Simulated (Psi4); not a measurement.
# wB97M-V/def2-TZVP run of CH3AlO (SMILES [H][Al]([H])([H])<-[C-]#[O+])

What is the vertical singlet–triplet gap of CH3AlO at wB97M-V/def2-TZVP? 

Program for the calculation: Psi4 1.11.

## 1. The system as given

CH3AlO has 6 atoms, charge 0, and is taken as a singlet. As SMILES, `[H][Al]([H])([H])<-[C-]#[O+]`. The shape comes from GFN2-xTB, which is rough for such elements, and wasn't checked as a minimum.

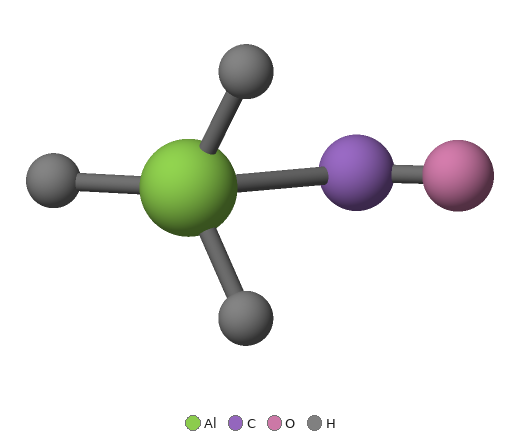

Viewed from a chosen angle; aluminium green, carbon purple, oxygen pink, hydrogen grey.

## 2. A single-point energy at wB97M-V/def2-TZVP

job.json reads:

```json
{
 "schema_name": "qcschema_input",
 "schema_version": 1,
 "molecule": {
  "schema_name": "qcschema_molecule",
  "schema_version": 2,
  "symbols": ["Al", "C", "O", "H", "H", "H"],
  "geometry": [-0.37701926, -0.02364047, -1.4469066, 0.33788303, 0.85880493, 2.34293914, 1.10101113, -0.00640617, 4.12975078, 2.5792116, -0.36621003, -1.30016937, -1.47837054, 1.48334052, -3.69169337, -2.16271596, -1.94590768, -0.03392058],
  "molecular_charge": 0,
  "molecular_multiplicity": 1,
  "fix_symmetry": "c1",
  "fix_com": true,
  "fix_orientation": true
 },
 "driver": "energy",
 "model": {
  "method": "wb97m-v",
  "basis": "def2-TZVP"
 },
 "keywords": {
  "puream": true,
  "e_convergence": 1e-09,
  "d_convergence": 1e-08,
  "scf_type": "pk",
  "dft_radial_points": 99,
  "dft_spherical_points": 590
 }
}
```

On the command line:

```
$ psi4 --qcschema job.json -n 1 --memory 1600MB
```

stdout:

```text
[...]
                   'protocols': {'error_correction': {'default_policy': True, 'policies': None},
                                 'native_files': 'none',
[...]
  Running in c1 symmetry.
[...]
  Nuclear repulsion =   81.517240354628356
[...]
  Multiplicity = 1
[...]
  Nalpha       = 15
  Nbeta        = 15
[...]
    Number of basis functions: 117
[...]
   @RKS iter   1:  -357.46565417949517   -8.69612e-01   3.05071e-03 ADIIS/DIIS
[...]
   @RKS iter  11:  -357.51013427524083   -9.26548e-12   4.37242e-09 DIIS
[...]
    Orbital Energies [Eh]
    ---------------------
    Doubly Occupied:
       1A    -56.284108     2A    -19.470488     3A    -10.505557
       4A     -4.272344     5A     -2.789608     6A     -2.783322
       7A     -2.783164     8A     -1.328742     9A     -0.733054
      10A     -0.638448    11A     -0.620527    12A     -0.601889
      13A     -0.472262    14A     -0.396579    15A     -0.382516
[...]
  @RKS Final Energy:  -357.51013427524083
   => Energetics <=
    Nuclear Repulsion Energy =             81.5172403546283562
    One-Electron Energy =                -654.3891616430563545
    Two-Electron Energy =                 240.0938967437225244
    DFT Exchange-Correlation Energy =     -24.8566447241363306
    Empirical Dispersion Energy =           0.0000000000000000
    VV10 Nonlocal Energy =                  0.1245349936010289
    Total Energy =                       -357.5101342752407731
[...]
 Multipole Moments:
 ------------------------------------------------------------------------------------
     Multipole            Electronic (a.u.)      Nuclear  (a.u.)        Total (a.u.)
 ------------------------------------------------------------------------------------
 L = 1.  Multiply by 2.5417464519 to convert [e a0] to [Debye]
 Dipole X            :         -4.8440862            4.8722619            0.0281757
 Dipole Y            :         -3.6133773            3.9654769            0.3520996
 Dipole Z            :        -22.7138224           23.2600720            0.5462496
 Magnitude           :                                                    0.6505049
[...]
```

The result, in JSON:

```text
{
 "driver": "energy",
 "model": {
  "method": "wb97m-v",
  "basis": "def2-TZVP"
 },
 "success": true,
 "return_result": -357.51013427524083,
 "properties": {
  "calcinfo_nbasis": 117,
  "calcinfo_nmo": 117,
  "calcinfo_nalpha": 15,
  "calcinfo_nbeta": 15,
  "calcinfo_natom": 6,
  "nuclear_repulsion_energy": 81.51724035462836,
  "return_energy": -357.51013427524083,
  "scf_one_electron_energy": -654.3891616430564,
  "scf_two_electron_energy": 240.09389674372252,
  "scf_vv10_energy": 0.12453499360102892,
  "scf_xc_energy": -24.85664472413633,
  "scf_dipole_moment": [0.028175743771556405, 0.35209962960735197, 0.546249595091485],
  "scf_total_energy": -357.51013427524083,
  "scf_iterations": 11
 }
}
```

Run time: 66 s. Hardware: 1 thread of Intel Xeon 6975P-C (Granite Rapids), shared host; peak memory 0.88 GiB.

## 3. The triplet at the same level

ch3alo.py reads:

```python
import psi4

psi4.set_memory('1600 MB')
psi4.set_num_threads(1)
psi4.core.set_output_file('run.log', False)

molecule = psi4.geometry("""
0 3
Al    -0.199510    -0.012510    -0.765670
C      0.178800     0.454460     1.239830
O      0.582630    -0.003390     2.185370
H      1.364860    -0.193790    -0.688020
H     -0.782320     0.784950    -1.953560
H     -1.144460    -1.029730    -0.017950
symmetry c1
""")

options = {'reference': 'uks', 'puream': True, 'e_convergence': 1e-09, 'd_convergence': 1e-08, 'scf_type': 'pk', 'dft_radial_points': 99, 'dft_spherical_points': 590, 'maxiter': 200}
psi4.set_options(options)

e_tot, wfn = psi4.energy("wb97m-v/def2-TZVP", return_wfn=True)
print(f'total energy {e_tot:.8f} hartree = {e_tot * 27.211386:.5f} eV')
for k, v in sorted(psi4.core.scalar_variables().items()):
    print(f'{k:45s} {v:18.10f}')
```

On the command line:

```
$ python ch3alo.py
```

run.log:

```text
[...]
  Running in c1 symmetry.
[...]
  Nuclear repulsion =   81.517240259074100
[...]
  Multiplicity = 3
[...]
  Nalpha       = 16
  Nbeta        = 14
[...]
    Number of basis functions: 117
[...]
   @UKS iter   1:  -357.22125049732938   -6.25209e-01   4.07086e-03 DIIS/ADIIS
[...]
   @UKS iter  20:  -357.31651829894309   -1.76215e-11   5.08815e-09 DIIS
[...]
   @S^2 Observed:                2.011720820E+00
[...]
    Orbital Energies [Eh]
    ---------------------
    Alpha Occupied:
       1A    -56.326589     2A    -19.365577     3A    -10.408007
       4A     -4.314430     5A     -2.831999     6A     -2.826152
       7A     -2.825258     8A     -1.239529     9A     -0.679079
      10A     -0.604795    11A     -0.552802    12A     -0.543028
      13A     -0.502662    14A     -0.456260    15A     -0.443604
      16A     -0.204148
    Alpha Virtual:
      17A      0.024542    18A      0.068192    19A      0.079981
      20A      0.088557    21A      0.115172    22A      0.153288
      23A      0.191706    24A      0.202286    25A      0.206649
[...]
  @UKS Final Energy:  -357.31651829894309
   => Energetics <=
    Nuclear Repulsion Energy =             81.5172402590741001
    One-Electron Energy =                -654.8122344005871582
    Two-Electron Energy =                 240.7170186219054244
    DFT Exchange-Correlation Energy =     -24.8627564266444736
    Empirical Dispersion Energy =           0.0000000000000000
    VV10 Nonlocal Energy =                  0.1242136473089783
    Total Energy =                       -357.3165182989430946
[...]
 Multipole Moments:
 ------------------------------------------------------------------------------------
     Multipole            Electronic (a.u.)      Nuclear  (a.u.)        Total (a.u.)
 ------------------------------------------------------------------------------------
 L = 1.  Multiply by 2.5417464519 to convert [e a0] to [Debye]
 Dipole X            :          0.2424721           -0.5186576           -0.2761855
 Dipole Y            :          0.3473978           -0.5500844           -0.2026866
 Dipole Z            :          1.3557980           -2.6358589           -1.2800609
 Magnitude           :                                                    1.3251098
[...]
```

On the terminal:

```text
Memory set to   1.490 GiB by Python driver.
  Threads set to 1 by Python driver.
total energy -357.31651830 hartree = -9723.07770 eV
CURRENT ENERGY                                   -357.3165182989
CURRENT REFERENCE ENERGY                         -357.3165182989
DD SOLVATION ENERGY                                 0.0000000000
DFT FUNCTIONAL TOTAL ENERGY                      -357.3165182989
DFT TOTAL ENERGY                                 -357.3165182989
DFT VV10 ENERGY                                     0.1242136473
DFT XC ENERGY                                     -24.8627564266
GRID ELECTRONS ALPHA                               16.0000001523
GRID ELECTRONS BETA                                14.0000000999
GRID ELECTRONS TOTAL                               30.0000002521
NUCLEAR REPULSION ENERGY                           81.5172402591
ONE-ELECTRON ENERGY                              -654.8122344006
PCM POLARIZATION ENERGY                             0.0000000000
PE ENERGY                                           0.0000000000
SCF ITERATION ENERGY                             -357.3165182989
SCF ITERATIONS                                     20.0000000000
SCF TOTAL ENERGY                                 -357.3165182989
TWO-ELECTRON ENERGY                               240.7170186219
XC GRID RADIAL POINTS                              99.0000000000
XC GRID SPHERICAL POINTS                          590.0000000000
XC GRID TOTAL POINTS                           336367.0000000000
```

Run time: 2.2 min. Hardware: 1 thread of Intel Xeon 6975P-C (Granite Rapids), shared host; peak memory 0.89 GiB.

## 4. What came out

Level: wB97M-V/def2-TZVP.

| quantity | value |
| --- | --- |
| singlet: total energy | -357.51013 Eh |
| singlet: dipole moment | 1.65 D |
| singlet: HOMO energy | -10.41 eV |
| singlet: LUMO energy | 0.17 eV |
| singlet: HOMO–LUMO gap | 10.58 eV |
| triplet: total energy | -357.31652 Eh |
| triplet: dipole moment | 3.37 D |
| triplet: HOMO energy (highest over α and β) | -5.56 eV |
| triplet: LUMO energy (lowest over α and β) | -5.05 eV |
| triplet: ⟨S²⟩ | 2.012 |
| vertical energy of the triplet above the singlet | 5.269 eV |

At this shape the triplet lies 5.27 eV (121 kcal/mol) above the singlet.
